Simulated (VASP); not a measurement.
Band structure of NiO (rock salt, AFM-II order). Calculation: PW91 GGA, VASP's PBE PAW potentials (set 64) (plane waves; VASP).

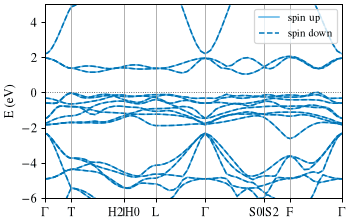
Fig. 1. Bands along high-symmetry lines, zero at the valence-band maximum or, without a gap, the Fermi level

**Question.** Read the plot: is there a gap, and where are the band edges?

**Answer.** The gap is indirect, 1.04 eV, from the valence maximum at F-Γ at 0.55 to the conduction minimum at Γ-S0 at 0.73. (Edges off the drawn lines would not show.)

The compound is NiO in the rock salt, AFM-II order structure. It was relaxed first.
